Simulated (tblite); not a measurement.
# C6H13OP: geometry relaxation (part 1 of 4)

- system: C6H13OP
- method: GFN2-xTB geometry optimisation, gas phase (tblite 0.8.0)

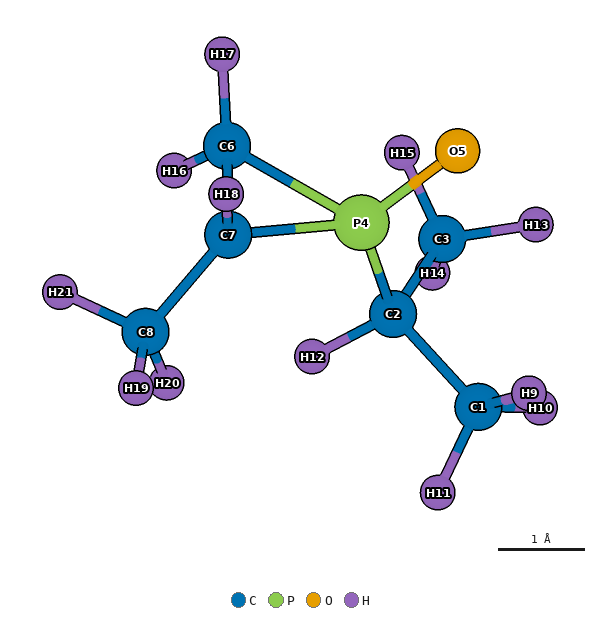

*The input geometry (ball-and-stick view, seen at a tilt; atoms are numbered from 1 in the order of the input).*

Bond lengths as drawn: C–C 1.50 to 1.52 Å, C–H 1.10 to 1.13 Å, C–P 1.79 to 1.82 Å and O–P 1.50 Å.

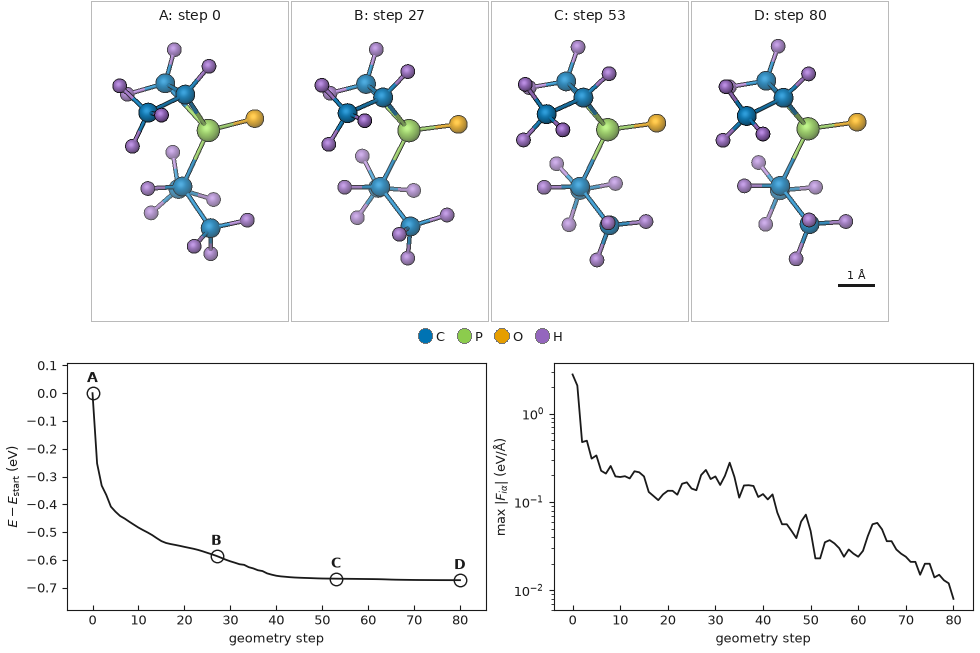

*Frames of the relaxation (ball-and-stick view, seen at an oblique angle) above the curves, on which the letters mark them (steps are counted from 0).*

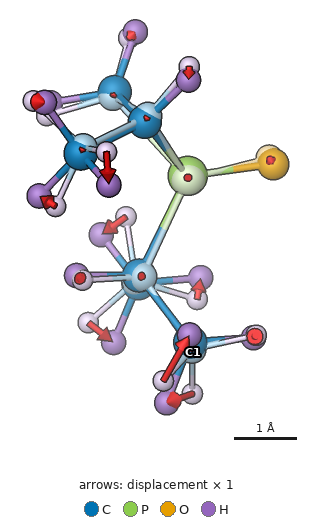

*Start (faint) and end (solid) with the displacements as red arrows, at true length (ball-and-stick view, seen at an oblique angle). The two geometries are laid on each other by the best rigid fit.*

The atom that moves furthest after the best rigid fit is H11 (0.92 Å). Largest moves by element: H 0.92 Å, C 0.16 Å, O 0.16 Å, P 0.12 Å. Distances before and after: C6–H16 1.132 → 1.081 Å, C2–P4 1.802 → 1.848 Å, C1–H10 1.133 → 1.089 Å, C6–C7 1.523 → 1.566 Å. Among the angles that change: O5–P4–C6 114.5° → 121.9°, C1–C2–P4 114.3° → 107.5°, C2–P4–C7 121.2° → 115.3°. After 80 geometry steps the energy has fallen by 0.673 eV. Largest force component: 2.8 eV/Å at the start, 0.008 eV/Å at the end. (Atoms are counted from 1 in the order of the input.)

These pictures come from the run below.

### Input
```
{"job": {"kind": "relax", "xc": "GFN2-xTB", "basis": "xTB"}, "charge": 0, "multiplicity": 1}
C     -1.846500    -1.451200     0.162800
C     -1.048900    -0.226700     0.494600
C     -2.011400     0.888000     0.773000
P      0.037900     0.331400    -0.830300
O     -0.605200     0.794400    -2.109400
C      1.350900     1.424400    -0.208900
C      1.811900     0.076500    -0.746800
C      2.442100    -0.781100     0.323400
H     -1.901700    -1.680400    -0.907000
H     -2.900600    -1.244000     0.522200
H     -1.482900    -2.345000     0.704900
H     -0.413500    -0.476800     1.369300
H     -2.838800     0.844600     0.012400
H     -2.437700     0.878900     1.782300
H     -1.478300     1.845100     0.559700
H      1.422400     1.534300     0.915200
H      1.601600     2.340000    -0.762200
H      2.360300     0.179300    -1.709500
H      2.924700    -1.679700    -0.100600
H      1.747100    -1.059600     1.131600
H      3.257500    -0.175400     0.777500
```

The first line tells a small driver script what to run in tblite; the rest is the geometry in Å.

Launched with:
```bash
OMP_NUM_THREADS=1 python <driver script> task.json out
```

### Output
```
step      E/eV     max force
  0    -708.69968    3.410
  1    -708.95282    2.410
  2    -709.03236    0.715
  3    -709.06605    0.610
  4    -709.10811    0.398
  5    -709.12623    0.342
  6    -709.14155    0.286
  7    -709.15099    0.220
  8    -709.16223    0.259
  9    -709.17289    0.268
 10    -709.18339    0.226
 11    -709.19248    0.223
 12    -709.20108    0.204
 13    -709.21053    0.282
 14    -709.22169    0.307
 15    -709.23208    0.221
 16    -709.23876    0.189
 17    -709.24266    0.173
 18    -709.24579    0.141
 19    -709.24916    0.124
 20    -709.25281    0.141
 21    -709.25628    0.141
 22    -709.25973    0.165
 23    -709.26386    0.176
 24    -709.26892    0.176
 25    -709.27436    0.153
 26    -709.27974    0.169
 27    -709.28545    0.235
 28    -709.29208    0.239
 29    -709.29890    0.215
 30    -709.30480    0.214
 31    -709.30991    0.161
 32    -709.31532    0.215
 33    -709.31749    0.307
 34    -709.32583    0.211
 35    -709.33038    0.131
 36    -709.33686    0.173
 37    -709.33988    0.179
 38    -709.34820    0.177
 39    -709.35285    0.139
 40    -709.35672    0.130
 41    -709.35904    0.107
 42    -709.36047    0.132
 43    -709.36198    0.085
 44    -709.36309    0.059
 45    -709.36384    0.056
 46    -709.36446    0.049
 47    -709.36498    0.052
 48    -709.36560    0.068
 49    -709.36622    0.078
 50    -709.36667    0.051
 51    -709.36691    0.030
 52    -709.36708    0.023
 53    -709.36728    0.035
 54    -709.36749    0.037
 55    -709.36768    0.035
 56    -709.36785    0.030
 57    -709.36802    0.032
 58    -709.36823    0.038
 59    -709.36844    0.030
 60    -709.36863    0.031
 61    -709.36882    0.033
 62    -709.36906    0.044
 63    -709.36943    0.064
 64    -709.36996    0.069
 65    -709.37053    0.057
 66    -709.37095    0.046
 67    -709.37124    0.048
 68    -709.37147    0.040
 69    -709.37169    0.032
 70    -709.37190    0.029
 71    -709.37205    0.022
 72    -709.37215    0.023
 73    -709.37224    0.020
 74    -709.37234    0.022
 75    -709.37243    0.020
 76    -709.37250    0.015
 77    -709.37255    0.016
 78    -709.37259    0.014
 79    -709.37263    0.013
 80    -709.37266    0.009
```

### Trajectory as extended XYZ (Å, eV, eV/Å), 39 of the 81 frames kept, from step=0 to step=80
```
21
Properties=species:S:1:pos:R:3:forces:R:3 step=0 energy=-708.69968
C    -1.8465   -1.4512    0.1628   -1.4380  -1.1830   0.3750
C    -1.0489   -0.2267    0.4946    0.3490  -0.8630   1.2880
C    -2.0114    0.8880    0.7730   -0.4050   1.6100  -0.9200
P     0.0379    0.3314   -0.8303   -0.6830   1.8470  -2.7840
O    -0.6052    0.7944   -2.1094    0.5220  -0.9200   1.3200
C     1.3509    1.4244   -0.2089   -0.6530   1.0270   1.6240
C     1.8119    0.0765   -0.7468    1.0850  -0.5640  -0.2250
C     2.4421   -0.7811    0.3234    1.0420  -0.0770   0.0510
H    -1.9017   -1.6804   -0.9070    0.0880   0.1680   0.2140
H    -2.9006   -1.2440    0.5222    1.0140  -0.6460  -0.4500
H    -1.4829   -2.3450    0.7049   -0.1650   0.3470  -0.4320
H    -0.4135   -0.4768    1.3693   -0.2250   0.4630  -0.2280
H    -2.8388    0.8446    0.0124    0.6870   0.1090   0.7610
H    -2.4377    0.8789    1.7823    0.1990  -0.0170  -0.3300
H    -1.4783    1.8451    0.5597   -0.5140  -0.3220   0.5220
H     1.4224    1.5343    0.9152    0.1810   0.0270  -1.3480
H     1.6016    2.3400   -0.7622   -0.1250  -0.5250   0.3040
H     2.3603    0.1793   -1.7095   -0.4100  -0.4230   0.6570
H     2.9247   -1.6797   -0.1006   -0.4350   0.2700   0.2490
H     1.7471   -1.0596    1.1316    0.2700   0.0940  -0.5330
H     3.2575   -0.1754    0.7775   -0.3830  -0.4220  -0.1140
21
Properties=species:S:1:pos:R:3:forces:R:3 step=2 energy=-709.03236
C    -1.8760   -1.4766    0.1712    0.2700   0.0060  -0.0870
C    -1.0468   -0.2441    0.5154   -0.3430   0.0390  -0.3110
C    -2.0174    0.9193    0.7557    0.2670  -0.2680   0.1740
P     0.0433    0.3660   -0.8570   -0.3870   0.4560  -0.3920
O    -0.6103    0.7820   -2.1116    0.0610  -0.3530   0.1300
C     1.3311    1.4431   -0.1793   -0.2430  -0.0430  -0.3300
C     1.8297    0.0679   -0.7469   -0.0970   0.1850   0.4060
C     2.4650   -0.7829    0.3238    0.0240   0.0380  -0.0780
H    -1.8996   -1.6760   -0.9012    0.0160   0.0730   0.0940
H    -2.8798   -1.2622    0.5119   -0.2600  -0.4130  -0.0070
H    -1.4872   -2.3399    0.6945   -0.0360  -0.3000  -0.0750
H    -0.4162   -0.4646    1.3680    0.0740   0.2480   0.2680
H    -2.8236    0.8482    0.0296    0.0020   0.1340   0.0250
H    -2.4319    0.8798    1.7710    0.1190   0.1150  -0.3080
H    -1.4896    1.8429    0.5732   -0.0150   0.4770   0.2270
H     1.4281    1.5364    0.8867    0.1750   0.1660   0.1520
H     1.5990    2.3270   -0.7533   -0.0260  -0.1320   0.1920
H     2.3525    0.1681   -1.6947    0.0350  -0.2180   0.1140
H     2.9145   -1.6754   -0.0947   -0.0520  -0.2000   0.0140
H     1.7555   -1.0568    1.1157    0.1990   0.0520  -0.3640
H     3.2508   -0.1853    0.7763    0.2180  -0.0620   0.1570
21
Properties=species:S:1:pos:R:3:forces:R:3 step=4 energy=-709.10811
C    -1.8721   -1.4839    0.1710    0.0120  -0.0050   0.0780
C    -1.0571   -0.2463    0.5073    0.3010   0.0840   0.1110
C    -2.0042    0.9185    0.7552    0.0130   0.2180  -0.1350
P     0.0317    0.3907   -0.8638   -0.2820  -0.2760  -0.0510
O    -0.6190    0.7643   -2.1266   -0.0140  -0.1580  -0.0780
C     1.3120    1.4462   -0.1822    0.1060   0.0610   0.1730
C     1.8260    0.0766   -0.7293   -0.1930   0.0210  -0.1460
C     2.4757   -0.7807    0.3191    0.1010   0.0450  -0.0630
H    -1.8978   -1.6710   -0.8966    0.0310  -0.0030  -0.1360
H    -2.8878   -1.2943    0.5077   -0.1010  -0.3100  -0.0140
H    -1.4899   -2.3570    0.6864    0.0470  -0.1860  -0.0830
H    -0.4163   -0.4442    1.3779   -0.1410   0.2160  -0.1440
H    -2.8182    0.8582    0.0366   -0.0030   0.1410  -0.0540
H    -2.4244    0.8866    1.7536   -0.0280   0.0230   0.1510
H    -1.4950    1.8679    0.5920   -0.0190   0.0930   0.1690
H     1.4391    1.5474    0.8840    0.0080   0.1300   0.0830
H     1.5983    2.3191   -0.7416    0.0640   0.2070  -0.0760
H     2.3516    0.1515   -1.6810   -0.0180  -0.0790   0.1340
H     2.9084   -1.6860   -0.0928   -0.0050  -0.0730  -0.0750
H     1.7676   -1.0538    1.0919   -0.0860  -0.0660   0.0830
H     3.2627   -0.1927    0.7854    0.2080  -0.0810   0.0720
21
Properties=species:S:1:pos:R:3:forces:R:3 step=6 energy=-709.14155
C    -1.8691   -1.4899    0.1740   -0.0350  -0.0360  -0.0070
C    -1.0537   -0.2429    0.5058   -0.0690   0.0730   0.0640
C    -1.9966    0.9292    0.7508   -0.1540   0.1670   0.0320
P     0.0156    0.3928   -0.8691    0.1670  -0.2260   0.0550
O    -0.6269    0.7436   -2.1419   -0.0270  -0.1220  -0.0290
C     1.3037    1.4515   -0.1779    0.0640   0.0610   0.0310
C     1.8137    0.0821   -0.7234   -0.0110  -0.1090  -0.0560
C     2.4862   -0.7779    0.3140   -0.0700  -0.0500   0.0710
H    -1.8945   -1.6673   -0.8993    0.0500   0.0110  -0.0300
H    -2.8970   -1.3324    0.5041    0.0690  -0.1530  -0.0020
H    -1.4888   -2.3771    0.6757    0.0930   0.0030  -0.1090
H    -0.4216   -0.4194    1.3791    0.0040   0.0980  -0.0470
H    -2.8147    0.8730    0.0376    0.0040   0.1440  -0.1040
H    -2.4205    0.8922    1.7491   -0.0400  -0.0170   0.1420
H    -1.4987    1.8899    0.6134    0.0440  -0.0180   0.0660
H     1.4464    1.5619    0.8873   -0.0770   0.0730   0.0320
H     1.6008    2.3243   -0.7374    0.0220   0.1300  -0.0650
H     2.3499    0.1371   -1.6663   -0.0330   0.0510  -0.0300
H     2.9039   -1.6955   -0.0961   -0.0080   0.0920  -0.0980
H     1.7720   -1.0553    1.0806   -0.0440  -0.0580   0.1680
H     3.2811   -0.2029    0.7941    0.0520  -0.1150  -0.0850
21
Properties=species:S:1:pos:R:3:forces:R:3 step=8 energy=-709.16223
C    -1.8673   -1.4947    0.1743    0.0490   0.0120  -0.0700
C    -1.0586   -0.2351    0.5080   -0.2560   0.0200  -0.0300
C    -2.0021    0.9447    0.7520   -0.0780  -0.0720   0.1160
P     0.0141    0.3800   -0.8716    0.1270   0.0950   0.0510
O    -0.6309    0.7201   -2.1488    0.0630  -0.1610   0.0960
C     1.3033    1.4580   -0.1758   -0.0390  -0.0290  -0.1430
C     1.8065    0.0790   -0.7216    0.1800   0.0120   0.1530
C     2.4865   -0.7799    0.3160   -0.0960  -0.0870   0.0780
H    -1.8889   -1.6641   -0.9030    0.0430   0.0410   0.0360
H    -2.8990   -1.3665    0.5024    0.0690  -0.0330   0.0220
H    -1.4806   -2.3895    0.6613    0.1390   0.0970  -0.0880
H    -0.4242   -0.3973    1.3774    0.0440   0.0240   0.0570
H    -2.8130    0.8933    0.0301   -0.0070   0.1520  -0.0410
H    -2.4214    0.8947    1.7559   -0.0620   0.0040  -0.0130
H    -1.4972    1.9030    0.6311    0.0510  -0.0260   0.0280
H     1.4451    1.5761    0.8922   -0.0960   0.0180  -0.0940
H     1.6036    2.3359   -0.7390   -0.0410  -0.0830   0.0280
H     2.3468    0.1322   -1.6604   -0.0290   0.0620  -0.0920
H     2.9006   -1.6951   -0.1054   -0.0420   0.0780  -0.0630
H     1.7720   -1.0604    1.0860    0.0590  -0.0240   0.0980
H     3.2960   -0.2174    0.7929   -0.0800  -0.0980  -0.1290
21
Properties=species:S:1:pos:R:3:forces:R:3 step=11 energy=-709.19248
C    -1.8595   -1.4986    0.1684    0.0620   0.0570  -0.0120
C    -1.0834   -0.2209    0.5131    0.1220  -0.0230   0.0090
C    -2.0195    0.9630    0.7624    0.0680  -0.0770  -0.0330
P     0.0206    0.3670   -0.8639   -0.1400   0.0990   0.0450
O    -0.6272    0.6640   -2.1499    0.0950  -0.0810   0.0080
C     1.3017    1.4642   -0.1840   -0.0290  -0.0240  -0.0070
C     1.8144    0.0790   -0.7064   -0.0540   0.0930   0.0150
C     2.4787   -0.7927    0.3262    0.0600   0.0090  -0.0700
H    -1.8748   -1.6532   -0.9090    0.0000   0.0770  -0.0520
H    -2.8928   -1.4208    0.5032    0.0350   0.0730   0.0260
H    -1.4451   -2.3939    0.6287    0.1960   0.1070  -0.0050
H    -0.4296   -0.3614    1.3770   -0.1090  -0.0640   0.0520
H    -2.8119    0.9455    0.0161   -0.0230   0.0870   0.1050
H    -2.4359    0.8990    1.7671   -0.1530   0.0200  -0.1070
H    -1.4895    1.9134    0.6630    0.0010  -0.0880   0.0510
H     1.4277    1.5991    0.8846   -0.0840  -0.0250  -0.0790
H     1.6032    2.3442   -0.7418   -0.0270  -0.1070  -0.0450
H     2.3374    0.1328   -1.6595   -0.0230  -0.0070   0.0660
H     2.8888   -1.6890   -0.1287   -0.0920  -0.1470  -0.0070
H     1.7781   -1.0729    1.1104    0.0900  -0.0120  -0.0190
H     3.3097   -0.2507    0.7770    0.0050   0.0320   0.0590
21
Properties=species:S:1:pos:R:3:forces:R:3 step=13 energy=-709.21053
C    -1.8496   -1.4965    0.1628    0.0240   0.0080   0.0070
C    -1.0922   -0.2146    0.5165    0.1630   0.0150   0.0550
C    -2.0256    0.9665    0.7676    0.0000   0.0790  -0.0570
P     0.0177    0.3692   -0.8526   -0.0450  -0.1290  -0.0620
O    -0.6177    0.6231   -2.1514   -0.0070   0.0210  -0.1190
C     1.2966    1.4659   -0.1911   -0.0050   0.0690   0.1080
C     1.8167    0.0856   -0.6939   -0.2230  -0.1340  -0.1090
C     2.4782   -0.8008    0.3274    0.0880   0.0450  -0.0710
H    -1.8662   -1.6390   -0.9160   -0.0230   0.0840  -0.0630
H    -2.8836   -1.4458    0.5061    0.0970   0.0750   0.0150
H    -1.4052   -2.3847    0.6078    0.1470   0.0740   0.0040
H    -0.4411   -0.3465    1.3832   -0.0980  -0.1030   0.0830
H    -2.8131    0.9852    0.0169   -0.0170  -0.0200   0.0500
H    -2.4587    0.9030    1.7635   -0.1400  -0.0260  -0.0430
H    -1.4841    1.9112    0.6864    0.0290  -0.0360   0.0640
H     1.4088    1.6104    0.8720   -0.0500   0.0030   0.1310
H     1.6001    2.3384   -0.7473    0.0300   0.0700  -0.1640
H     2.3294    0.1335   -1.6545   -0.0250  -0.0160   0.1120
H     2.8728   -1.6967   -0.1433   -0.0930  -0.1220   0.0250
H     1.7910   -1.0813    1.1236    0.0480  -0.0020  -0.0620
H     3.3166   -0.2688    0.7707    0.1020   0.0460   0.0950
```
